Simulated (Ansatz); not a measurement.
```yaml
atoms:
  - { symbol: B, position_ang: [-0.4352, 0.3575, -1.5328] }
  - { symbol: Si, position_ang: [0.1200, 0.1118, 0.3776] }
  - { symbol: O, position_ang: [0.8923, -1.2958, 0.7064] }
  - { symbol: O, position_ang: [-1.1635, 0.1767, 1.3737] }
  - { symbol: F, position_ang: [1.1409, 1.3092, 0.6931] }
  - { symbol: H, position_ang: [-1.5012, 0.7988, -1.8384] }
  - { symbol: H, position_ang: [0.3191, 0.0736, -2.4166] }
  - { symbol: H, position_ang: [1.7748, -1.4190, 0.3537] }
  - { symbol: H, position_ang: [-1.0587, -0.1590, 2.2661] }
```

Geometry: PBE0-D4/def2-TZVP.

All numbers below come from RKS PBE0-D4/def2-TZVPP in Ansatz.

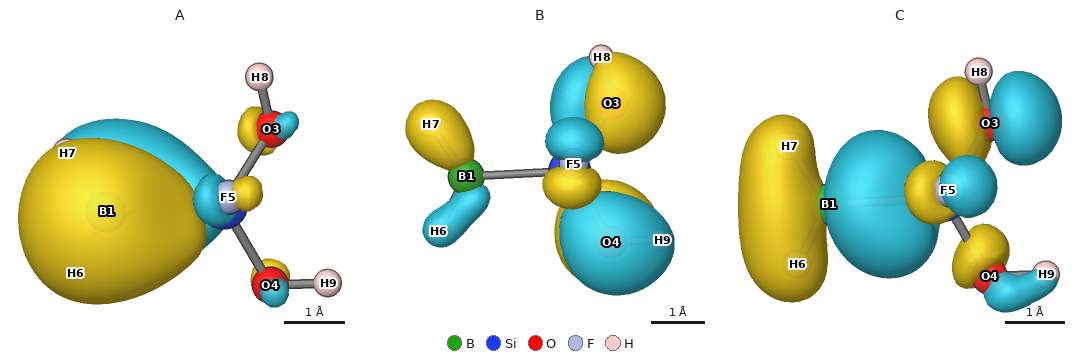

BFH$_{4}$O$_{2}$Si (SMILES B[Si](O)(O)F). Three frontier orbitals at ±0.1 Å⁻³ᐟ² (yellow and cyan are the two phases), in no order.

Q: Order the three orbitals by energy and name them.

A: B is the HOMO−1 (−9.66 eV). By Hirshfeld shares it lies mainly on O4 (about 50 %) and O3 (about 25 %); largely a combination of lone pairs on O4 and O3. C is the HOMO (−8.59 eV). It lies mainly on B1 (about 35 %), Si2 (about 25 %), O3 (about 20 %) and H6 (about 5 %). A is the LUMO (−2.58 eV). Its weight (Hirshfeld) is mainly on B1 (about 65 %), Si2 (about 15 %), H6 (about 5 %) and H7 (about 5 %).

Q: What is the HOMO–LUMO gap?

A: 6.01 eV between the orbital energies.
